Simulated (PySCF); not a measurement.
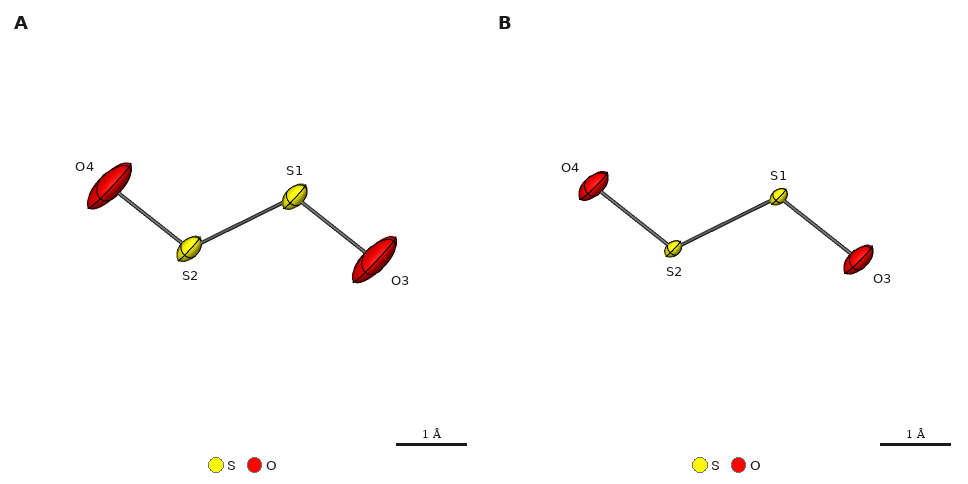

Displacement ellipsoids at the 50 % level, scaled by 3, from the internal vibrations of the free molecule (harmonic, no overall translation or rotation; no half-axis is drawn under 0.075 Å). Vibrations computed with RKS-based PBE0, S def2-TZVP, O def2-TZVP; non-relativistic; density fitting (PySCF 2.14.0). One panel is for 200 K, the other for 600 K.

Question: Which panel is for 600 K?

Answer: A.

Question: How much does the mean-square displacement of O3 grow, and why?

Answer: U_eq goes from 0.0026 to 0.0063 Å², a factor of 2.4. Modes below kT (417 cm⁻¹ at 600 K) grow about in proportion to T, and the lowest lies at 186 cm⁻¹; the mean-square amplitude of a mode is its zero-point value times coth(ħω/2kT), which comes close to 1 only above about 3kT.
